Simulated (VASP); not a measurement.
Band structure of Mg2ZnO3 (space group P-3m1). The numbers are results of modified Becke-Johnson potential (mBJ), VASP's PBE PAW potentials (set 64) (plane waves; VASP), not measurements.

mBJ is a potential without an energy functional, so only the levels count.

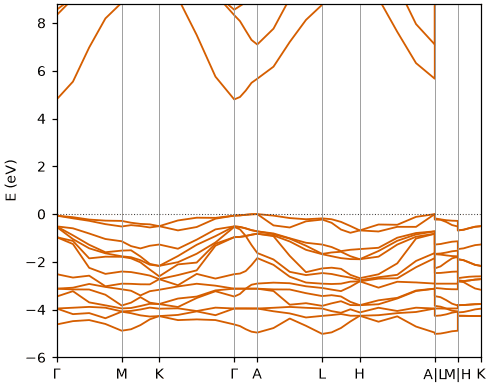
Figure. Bands along high-symmetry lines, zero at the valence-band maximum or, without a gap, the Fermi level

### Question
Read the plot: is there a gap, and where are the band edges?

### Answer
The gap is indirect, 4.80 eV, from the valence maximum at A to the conduction minimum at Γ.

The structure comes from a computed database's Mg2ZnO3 entry (P-3m1); how it stands against other phases isn't given here. It was relaxed first. The k-mesh is coarse (spacing up to 0.42 per Å, 2π included), so the numbers may not be converged in it. The cell's shape comes from a PBE relaxation.
